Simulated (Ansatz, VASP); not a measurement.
**Cross-check of CaO (Lime) between VASP and Ansatz**

Wanted: the spread between two codes on one cell, functional and k mesh. Other levels of theory on this material are compared in a session of their own. Valence electrons are named where the data sets of a main pair hold unlike numbers.

Program: Ansatz 0.2.0. Level of theory: plane waves, with VASP 6.6.1 beside it; band structure at r2SCAN. Results are calculated unless marked as measured.

### Step 1. Starting point

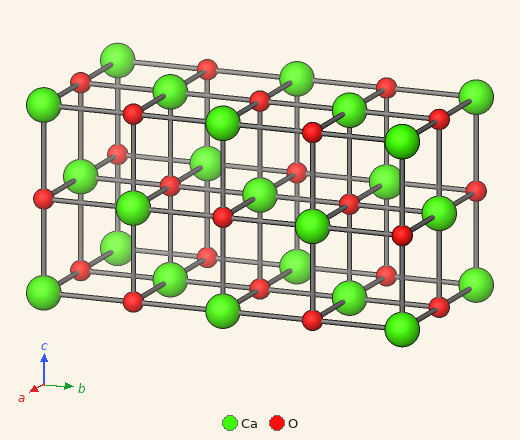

The cell as given, slightly off an axis (calcium green, oxygen red). 1×2×1 cells are drawn. This picture shows the conventional cell, with its axes. Some periodic images of atoms are drawn too.

### Step 2. Ansatz: band structure, r2SCAN

Ansatz runs on its default PAW (the set named soft_2) files.

Levels along a path test the potential and the projectors away from the mesh points.

input.yaml reads:

```yaml
crystal:
  lattice:
    - [0.0, 2.4065, 2.4065]
    - [2.4065, 0.0, 2.4065]
    - [2.4065, 2.4065, 0.0]
  atoms:
    - { symbol: Ca, position: [0.0, 0.0, 0.0] }
    - { symbol: O, position: [0.5, 0.5, 0.5] }
hamiltonian:
  xc: r2scan
  pseudopotentials: { kind: paw }
kpoints:
  mp_grid: { grid: [5, 5, 5] }
  band_path:
    path:
      - [0.0, 0.0, 0.0]
      - [0.16667, 0.0, 0.16667]
      - [0.33333, 0.0, 0.33333]
      - [0.5, 0.0, 0.5]
      - [0.5, 0.08333, 0.58333]
      - [0.5, 0.18333, 0.68333]
      - [0.5, 0.25, 0.75]
      - [0.45, 0.3, 0.75]
      - [0.40833, 0.34167, 0.75]
      - [0.35, 0.35, 0.7]
      - [0.225, 0.225, 0.45]
      - [0.075, 0.075, 0.15]
      - [0.03333, 0.03333, 0.03333]
      - [0.23333, 0.23333, 0.23333]
      - [0.4, 0.4, 0.4]
      - [0.51667, 0.46667, 0.51667]
      - [0.55833, 0.38333, 0.55833]
      - [0.60833, 0.28333, 0.60833]
      - [0.60833, 0.25, 0.64167]
      - [0.55833, 0.25, 0.69167]
      - [0.51667, 0.25, 0.73333]
      - [0.5, 0.3, 0.7]
      - [0.5, 0.38333, 0.61667]
      - [0.5, 0.48333, 0.51667]
      - [0.475, 0.475, 0.55]
      - [0.425, 0.425, 0.65]
      - [0.38333, 0.38333, 0.73333]
      - [0.59167, 0.18333, 0.59167]
      - [0.55, 0.1, 0.55]
      - [0.5, 0.0, 0.5]
    npoints: 1
scf:
  occupations: { method: gaussian, width: 0.02 }
  n_extra_bands: 7
output:
  forces: true
  stress: true
  eigenvalues: true
```

Started as:

```
> ansatz run input.yaml --threads 2 --pin off --max-ram 4608MiB --backend cpu --events-out ev --progress --plain --runs-dir out
```

Numbers of over 12 decimals in the logs are rounded to 6 here.

Output:

```text
scf.n_extra_bands = 7 over 8 filled bands (N_el = 16.0): the run solves 15 bands
Engine: ansatz 0.2.0, aarch64-unknown-linux-gnu
Pseudopotentials: kind: paw
Pseudopotential: Ca, paw, valence charge 10, recommended cutoff 500 eV (meta_gga), Ca.paw.azcp
Pseudopotential: O, paw, valence charge 6, recommended cutoff 500 eV (meta_gga), O.paw.azcp
Functional definition: r2SCAN
  parameter k0 = 0.174
  parameter k1 = 0.065
  parameter a1 = 4.9479
  exchange = r2scan_x(k0 = k0, k1 = k1, a1 = a1)
  correlation = r2scan_c
Crystal: 2 atoms, lattice volume = 27.873 Å³
Basis set: ecut = 500 eV, 725 PW (Γ), exchange–correlation on 100×100×100 points (64 copies of the dense FFT grid, shifted against one another)
Bands: 15, of which v1, the nominal top of the filled ones, is band 8 counted from 1 (7 counted from 0)
Symmetry: 48 space group operations
Space group: Fm-3m (ITA 225), of the structure as read, at distance tolerance 3.0e-5 Å
k-points: 10 of 125
Non-local potential: Ca, projectors of the file, l = 0: 3, l = 1: 2, l = 2: 2
Non-local potential: O, projectors of the file, l = 0: 2, l = 1: 2, l = 2: 1
PAW form: soft (Blöchl's): semilocal exchange-correlation on the pseudo side does not see the compensation charge
PAW frozen core: Ca, regenerated for the run's functional (the file was generated under x = pbe(κ = 0.804, μ = 0.219515), c = pbe(β = 0.066725))
PAW frozen core: O, regenerated for the run's functional (the file was generated under x = pbe(κ = 0.804, μ = 0.219515), c = pbe(β = 0.066725))
PAW one-centre angular grid: Ca, 302 points (default); XC on 160 Gauss nodes
PAW one-centre angular grid: O, 302 points (default); XC on 160 Gauss nodes
Initial density: superposition of atomic densities (neutral atoms: chi_scale 0, normalization atom), corrected by the library's trained network
Initial wavefunctions: pseudopotential atomic-orbital guess
Functional: x = r2scan, c = r2scan; τ floored in thin density (d = 2e-4 eV/Å³)
SCF iter   1: F=—  HF=-2394.020145 eV  |F-HF|=—  |Δ(HF+E_count)|=         —  Δρ=1.10e-2  dr2=4.18e-2  dr2_τ=6.03e-2  ethr=1.77e-3  ⟨swp⟩=7.7  Hψ=1015  notcnv=0
preconditioner: auto → none  [insulator: Δε(μ)=4.652 eV  Ē_g=21.215 eV  σ=0.020 eV  W_gap=1.00  n_scr=8 (ndim 8)  ℏωp=26.3 eV  f_vac=0.000  D(μ)=0.00/eV (n_scr^D=0)  ε∞_Penn≈2.5]
SCF iter   2: F=—  HF=-2394.096691 eV  |F-HF|=—  |Δ(HF+E_count)|=   7.65e-2  Δρ=1.03e-2  dr2=1.77e-2  dr2_τ=4.05e-3  ethr=2.61e-4  ⟨swp⟩=2.3  Hψ=331  notcnv=0  defer=12
SCF iter   3: F=—  HF=-2394.092625 eV  |F-HF|=—  |Δ(HF+E_count)|=   4.07e-3  Δρ=2.54e-3  dr2=8.80e-4  dr2_τ=8.83e-5  ethr=1.11e-4  ⟨swp⟩=2.0  Hψ=225  notcnv=0  defer=12
SCF iter   4: F=—  HF=-2394.092504 eV  |F-HF|=—  |Δ(HF+E_count)|=   1.21e-4  Δρ=4.83e-4  dr2=1.95e-5  dr2_τ=7.70e-6  ethr=5.50e-6  ⟨swp⟩=3.0  Hψ=247  notcnv=0  defer=12
SCF iter   5: F=—  HF=-2394.092507 eV  |F-HF|=—  |Δ(HF+E_count)|=   3.15e-6  Δρ=6.87e-5  dr2=3.59e-7  dr2_τ=1.12e-7  ethr=1.22e-7  ⟨swp⟩=2.1  Hψ=173  notcnv=0  defer=12
SCF iter   6: F=-2394.092508 eV  HF=-2394.092508 eV  |F-HF|=4.66e-9  |Δ(HF+E_count)|=   4.06e-7  Δρ=8.55e-6  dr2=7.43e-9  dr2_τ=2.19e-9  ethr=6.25e-10  ⟨swp⟩=8.1  Hψ=752  notcnv=0
SCF 1 converged in 6 iterations: F = -2394.092508 eV  dr2 = 7.43e-9
  greatest PAW one-centre occupation: 0.995 electrons in one spin orbital (limit 2), on the Ca atom at site 0 (counted from 0), in its partial waves of l = 0
NSCF: frozen V_eff on 30 k-points
SCF converged after 6 iterations
Free energy (F): -2394.092508 eV
Harris-Foulkes:  -2394.092508 eV  (|F-HF|=4.66e-9)
Internal energy: -2394.092508 eV  (E = F + TS)
E sigma→0 (E₀):  -2394.092508 eV
Fermi energy:    9.500410 eV
--- Per-component energies (eV) ---
  E_band       = -115.177997
  E_kinetic    = 456.801344
  E_local      = -893.194816  (includes V_loc(G=0)·N_el)
  E_nonlocal   = 110.388988
  E_hartree    = 296.406571
  E_xc         = -212.273413
  E_vxc        = -302.692415  (∫ρ·V_xc dr)
  E_paw        = -1023.589587  (= ΣΔE_a)
  E_vpaw       = -97.947592  (= ΣTr[D̂ρ^β])
  E_aug_tail   = 0.000909  (compensation charges beyond the density's cutoff)
  E_vtau       = 18.652215  (kinetic-family band-sum trace: ∫τ·v_τ [+ j·A + Jᵃ·Aᵃ] dr)
  E_ewald      = -1128.379897
  E_core_change = -0.252606  (= ΣΔE_core)
  E_smearing   = -0.000000  (= −TS)
  E_closure    = 0.000000  (closes the sum)
  Σ components = -2394.092508   (vs F -2394.092508, Δ=0.00e0)
--- Forces (eV/Å), atoms counted from 1 ---
  atom   1  Ca    -0.00000000     0.00000000    -0.00000000
  atom   2  O      0.00000000    -0.00000000     0.00000000
  max |Σ_I F_I| component: 1.57e-29 eV/Å
--- Stress (GPa, compression-positive) ---
       -1.288106       0.000000       0.000000
       -0.000000      -1.288106       0.000000
       -0.000000      -0.000000      -1.288106
  P = ⅓ Tr σ = -1.2881 GPa (-12.881 kbar)
--- Band table (eV; the first three rows and the last of 10) ---
  k-point 0: bands = [... 4 lower, -9.1525, 7.3076, 7.3076, 7.3076, 12.7066, 14.1479, 14.1479, 14.1479, ... 3 higher]
  k-point 1: bands = [... 4 lower, -8.6325, 6.2127, 6.8484, 6.8484, 14.0493, 14.2944, 14.8004, 14.8004, ... 3 higher]
  k-point 2: bands = [... 4 lower, -8.0001, 4.9106, 6.2249, 6.2249, 14.7356, 16.0650, 16.0650, 16.2485, ... 3 higher]
  k-point 9: bands = [... 4 lower, -8.4389, 5.7281, 6.2784, 6.4247, 13.5350, 15.1718, 16.4921, 17.1638, ... 3 higher]
```

It took 2 s on 2 threads of Arm Neoverse N1, shared host; peak memory 0.32 GiB; 3.3 s of CPU time.

### Step 3. VASP: band structure, r2SCAN

The same cell, functional, mesh and smearing now go to VASP, with its own data sets.

Lines of VASP's logs that name or quote its potential files are left out, and so is its time.

INCAR reads:

```
SYSTEM = CaO
PREC = Accurate
ENCUT = 520
EDIFF = 1E-06
NELM = 100
ISMEAR = 0
SIGMA = 0.02
LREAL = .FALSE.
ALGO = Normal
METAGGA = R2SCAN
LASPH = .TRUE.
NBANDS = 20
LORBIT = 11
LWAVE = .FALSE.
LCHARG = .FALSE.
KPAR = 4
```

POSCAR reads:

```
CaO
1.0
    0.0000000000      2.4065000000      2.4065000000
    2.4065000000      0.0000000000      2.4065000000
    2.4065000000      2.4065000000      0.0000000000
Ca O
1 1
Direct
    0.0000000000      0.0000000000      0.0000000000
    0.5000000000      0.5000000000      0.5000000000
```

KPOINTS reads:

```
Automatic mesh
0
Gamma
5 5 5
0 0 0
```

KPOINTS_OPT reads:

```
Line mode
16
Line-mode
Reciprocal
  0.00000000   0.00000000   0.00000000 GAMMA
  0.50000000   0.00000000   0.50000000 X

  0.50000000   0.00000000   0.50000000 X
  0.50000000   0.25000000   0.75000000 W

  0.50000000   0.25000000   0.75000000 W
  0.37500000   0.37500000   0.75000000 K

  0.37500000   0.37500000   0.75000000 K
  0.00000000   0.00000000   0.00000000 GAMMA

  0.00000000   0.00000000   0.00000000 GAMMA
  0.50000000   0.50000000   0.50000000 L

  0.50000000   0.50000000   0.50000000 L
  0.62500000   0.25000000   0.62500000 U

  0.62500000   0.25000000   0.62500000 U
  0.50000000   0.25000000   0.75000000 W

  0.50000000   0.25000000   0.75000000 W
  0.50000000   0.50000000   0.50000000 L

  0.50000000   0.50000000   0.50000000 L
  0.37500000   0.37500000   0.75000000 K

  0.62500000   0.25000000   0.62500000 U
  0.50000000   0.00000000   0.50000000 X
```

PAW data sets: Ca_sv and O (PBE family, release 64).

Started as:

```
> mpirun -np 4 vasp_std
```

Output:

```text
[banner, memory and clock lines left out]
running    4 mpi-ranks, on    1 nodes
 distrk:  each k-point on    1 cores,    4 groups
 distr:  one band on    1 cores,    1 groups

 POSCAR found type information on POSCAR CaO
 POSCAR found :  2 types and       2 ions
|                                                                             |
|               ----> ADVICE to this user running VASP <----                  |
|                                                                             |
|     You enforced a specific xc type in the INCAR file but a different       |
|     [... a line on the potential file left out ...]
|     I HOPE YOU KNOW WHAT YOU ARE DOING!                                     |
|                                                                             |

 LDA part: xc-table for (None), standard interpolation
 POSCAR, INCAR and KPOINTS ok, starting setup
 FFT: planning ... GRIDC
 FFT: planning ... GRID_SOFT
 FFT: planning ... GRID
 WAVECAR not read
 entering main loop
       N       E                     dE             d eps       ncg     rms          rms(c)
DAV:   1     0.119811465998E+03    0.11981E+03   -0.79019E+03   408   0.832E+02
DAV:   2    -0.196603259771E+02   -0.13947E+03   -0.12830E+03   448   0.251E+02
DAV:   3    -0.251609753080E+02   -0.55006E+01   -0.54343E+01   548   0.489E+01
DAV:   4    -0.252718433488E+02   -0.11087E+00   -0.11076E+00   476   0.598E+00
DAV:   5    -0.252736906103E+02   -0.18473E-02   -0.18472E-02   496   0.714E-01    0.768E+00
DAV:   6    -0.193294902353E+02    0.59442E+01   -0.20728E+00   528   0.173E+01    0.265E+00
DAV:   7    -0.194505970935E+02   -0.12111E+00   -0.33281E-01   440   0.358E+00    0.187E+00
DAV:   8    -0.194725864221E+02   -0.21989E-01   -0.95729E-02   416   0.293E+00    0.107E+00
DAV:   9    -0.194538775958E+02    0.18709E-01   -0.28464E-02   452   0.172E+00    0.143E-01
DAV:  10    -0.194535954982E+02    0.28210E-03   -0.28591E-03   448   0.417E-01    0.836E-02
DAV:  11    -0.194536706274E+02   -0.75129E-04   -0.28954E-04   468   0.139E-01    0.288E-02
DAV:  12    -0.194536486482E+02    0.21979E-04   -0.30080E-05   524   0.489E-02    0.641E-03
DAV:  13    -0.194536489503E+02   -0.30217E-06   -0.51573E-06   488   0.162E-02
   1 F= -.19453649E+02 E0= -.19453649E+02  d E =-.758238E-46
 Start KPOINTS_OPT (optional k-point list driver)
k-point batch [1-10\160]
       N       E                     dE             ncg
DAV:   1    -0.475814778043E+03   -0.19524E+04      408
DAV:   2    -0.190827623498E+04   -0.14325E+04      420
DAV:   3    -0.195554774314E+04   -0.47272E+02      508
DAV:   4    -0.195664978130E+04   -0.11020E+01      556
DAV:   5    -0.195666037022E+04   -0.10589E-01      476
DAV:   6    -0.195666069595E+04   -0.32573E-03      520
DAV:   7    -0.195666070871E+04   -0.12759E-04      396
DAV:   8    -0.195666070910E+04   -0.38636E-06      344
[...]
k-point batch [151-160\160]
       N       E                     dE             ncg
DAV:   1    -0.552700032583E+03   -0.78021E+04      400
DAV:   2    -0.194226042109E+04   -0.13896E+04      444
DAV:   3    -0.198741371101E+04   -0.45153E+02      528
DAV:   4    -0.198826256238E+04   -0.84885E+00      464
DAV:   5    -0.198827545884E+04   -0.12896E-01      520
DAV:   6    -0.198827571797E+04   -0.25913E-03      456
DAV:   7    -0.198827572387E+04   -0.58997E-05      528
DAV:   8    -0.198827572398E+04   -0.10926E-06      304
```

From OUTCAR (step 3):

```text
ion  position               nearest neighbor table
   1  0.000  0.000  0.000-   2 2.41   2 2.41   2 2.41   2 2.41   2 2.41   2 2.41
   2  0.500  0.500  0.500-   1 2.41   1 2.41   1 2.41   1 2.41   1 2.41   1 2.41

  LATTYP: Found a face centered cubic cell.
 ALAT       =     4.8130000000

 Subroutine GETGRP returns: Found 48 space group operations
 (whereof 48 operations were pure point group operations)

The static configuration has the point symmetry O_h .

 Found     10 irreducible k-points:

   k-points           NKPTS =     10   k-points in BZ     NKDIM =     10   number of bands    NBANDS=     20

   dimension x,y,z NGX =    28 NGY =   28 NGZ =   28
   dimension x,y,z NGXF=    56 NGYF=   56 NGZF=   56

   ENCUT  =  520.0 eV  38.22 Ry    6.18 a.u.   6.33  6.33  6.33*2*pi/ulx,y,z

   NELECT =      16.0000    total number of electrons

 k-points in reciprocal lattice and weights: Automatic mesh
   0.00000000  0.00000000  0.00000000       0.008
   0.20000000  0.00000000  0.00000000       0.064
   0.40000000  0.00000000  0.00000000       0.064
   0.20000000  0.20000000  0.00000000       0.048
   0.40000000  0.20000000  0.00000000       0.192
  -0.40000000  0.20000000  0.00000000       0.192
  -0.20000000  0.20000000  0.00000000       0.096
   0.40000000  0.40000000  0.00000000       0.048
  -0.40000000  0.40000000  0.00000000       0.096
  -0.40000000  0.40000000  0.20000000       0.192

 average (electrostatic) potential at core
       1 -47.9180       2 -73.8473

 E-fermi :   2.1920

 k-point     1 :       0.0000    0.0000    0.0000
  band No.  band energies     occupation
    ...
      4     -16.9765      2.00000
      5     -14.4716      2.00000
      6       1.9940      2.00000
      7       1.9940      2.00000
      8       1.9940      2.00000
      9       7.3857      0.00000
     10       8.8344      0.00000
     11       8.8344      0.00000
     12       8.8344      0.00000
     13      10.4229      0.00000
    ...

 k-point     2 :       0.2000    0.0000    0.0000
  band No.  band energies     occupation
    ...
      4     -16.9939      2.00000
      5     -13.9454      2.00000
      6       0.8964      2.00000
      7       1.5301      2.00000
      8       1.5301      2.00000
      9       8.7343      0.00000
     10       8.9760      0.00000
     11       9.4911      0.00000
     12       9.4911      0.00000
     13      11.2947      0.00000
    ...

 k-point     3 :       0.4000    0.0000    0.0000
  band No.  band energies     occupation
    ...
      4     -17.0218      2.00000
      5     -13.3072      2.00000
      6      -0.4090      2.00000
      7       0.9013      2.00000
      8       0.9013      2.00000
      9       9.4244      0.00000
     10      10.7628      0.00000
     11      10.7629      0.00000
     12      10.9316      0.00000
     13      12.8272      0.00000
    ...

  Total       -0.0570930     -0.0570930     -0.0570930     -0.0000000      0.0000000      0.0000000
  in kB       -3.2817543     -3.2817543     -3.2817543     -0.0000000      0.0000000      0.0000000
  external PRESSURE =      -3.2817543 kB  Pullay stress =       0.0000000 kB

  energy-cutoff  :      520.00
  volume of cell :       27.87
      direct lattice vectors                 reciprocal lattice vectors
     0.000000000  2.406500000  2.406500000    -0.207770621  0.207770621  0.207770621
     2.406500000  0.000000000  2.406500000     0.207770621 -0.207770621  0.207770621
     2.406500000  2.406500000  0.000000000     0.207770621  0.207770621 -0.207770621

 POSITION                                       TOTAL-FORCE (eV/Angst)
 -----------------------------------------------------------------------------------
      0.00000      0.00000      0.00000        -0.000000     -0.000000     -0.000000
      2.40650      2.40650      2.40650         0.000000      0.000000      0.000000
 -----------------------------------------------------------------------------------
    total drift:                                0.000000      0.000000      0.000000

  FREE ENERGIE OF THE ION-ELECTRON SYSTEM (eV)
  ---------------------------------------------------
  free  energy   TOTEN  =       -19.4536489503 eV

  energy  without entropy=      -19.4536489503  energy(sigma->0) =      -19.45364895

 total charge
# of ion       s       p       d       tot
------------------------------------------
    1        2.036   5.882   0.278   8.197
    2        1.553   3.479   0.000   5.032
--------------------------------------------------
tot          3.589   9.361   0.278  13.228

[... 3 further parts left out ...]
```

The run ends at a pressure of -0.33 GPa.

### Step 4. Differences

Known differences besides the potentials themselves: VASP keeps PBE cores, Ansatz makes them for the functional; the cutoff is 500 eV in Ansatz and 520 eV in VASP; in our runs with r2SCAN, forces from VASP's data set Ca_sv part from Ansatz's all-electron ones, so neither program is the reference here. Total energies have different zeros and are not compared.

The two programs side by side:

| quantity | Ansatz | VASP | difference |
| --- | --- | --- | --- |
| pressure (GPa) | -1.29 | -0.33 | -0.96 |
| pressure without Ansatz's Pulay correction (GPa) | -1.34 | -0.33 | -1.01 |
| gap over the path points (eV) | 4.200 | 4.188 | +0.012 |

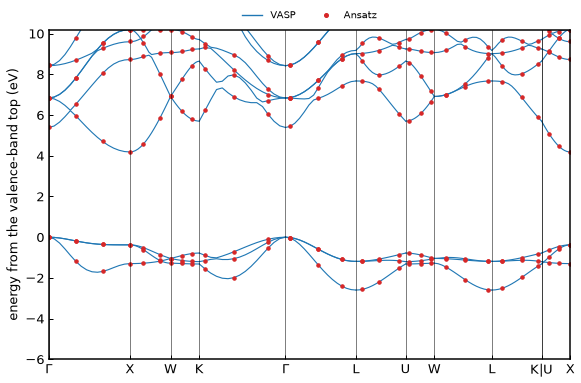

Bands from VASP (lines) and levels from Ansatz (dots). Dots without a line are higher empty bands that the VASP plot leaves out.

Levels at points of the path, from each program's valence-band top (eV; 3 filled, then empty):

| k (reciprocal lattice) | Ansatz | VASP |
| --- | --- | --- |
| 0.000 0.000 0.000 | 0.00 0.00 0.00 5.40 6.84 6.84 | 0.00 0.00 0.00 5.39 6.84 6.84 |
| 0.167 0.000 0.167 | -1.18 -0.18 -0.18 5.97 6.54 7.81 | -1.18 -0.18 -0.18 5.97 6.53 7.82 |
| 0.333 0.000 0.333 | -1.68 -0.36 -0.36 4.71 8.07 9.30 | -1.68 -0.36 -0.36 4.70 8.06 9.28 |
| 0.500 0.000 0.500 | -1.30 -0.38 -0.38 4.20 8.75 9.63 | -1.30 -0.38 -0.38 4.19 8.73 9.61 |
| 0.500 0.083 0.583 | -1.28 -0.62 -0.52 4.59 8.88 9.54 | -1.28 -0.62 -0.51 4.58 8.87 9.55 |
| 0.500 0.183 0.683 | -1.18 -1.13 -0.85 5.84 8.03 9.06 | -1.18 -1.14 -0.85 5.84 8.04 9.04 |
| 0.500 0.250 0.750 | -1.27 -1.05 -1.05 6.91 6.91 9.09 | -1.28 -1.04 -1.04 6.92 6.92 9.07 |
| 0.450 0.300 0.750 | -1.29 -1.15 -0.90 6.18 7.76 9.14 | -1.29 -1.14 -0.90 6.18 7.77 9.12 |
| 0.408 0.342 0.750 | -1.31 -1.19 -0.80 5.81 8.40 9.23 | -1.31 -1.19 -0.81 5.80 8.41 9.21 |
| 0.350 0.350 0.700 | -1.56 -1.15 -0.89 6.23 8.27 9.34 | -1.56 -1.15 -0.89 6.23 8.28 9.32 |

Among the levels compared at these points, filled levels agree within 11 meV and empty ones within 22 meV. Ansatz's pressure holds a Pulay correction of 0.05 GPa; VASP's holds none.

### Step 5. What came out

```yaml
largest_difference_of_a_filled_level_at_the_path_points_band_structure_r2scan: 11 meV
difference_in_pressure_band_structure_r2scan: -0.96 GPa
```

In words: The difference in pressure is -0.96 GPa (band structure, r2SCAN), at about the 1 GPa picked in this series as the mark of a large difference. 3 further runs of this series are not shown here. How closely two codes agree says nothing of how well the functional describes the real material.

[Lines on the potential files, build, host, timing and source positions are cut from VASP's logs without a mark.]

[Logs are printed without paths, hosts, clocks, repeated set-up lines and the standing remarks that a program may print on its own settings, such as how far it seeks lower states.]

[Hosts, paths, dates, database ids (printed as entryN), source tags and the programs' standing remarks are cut or masked in the printed files.]
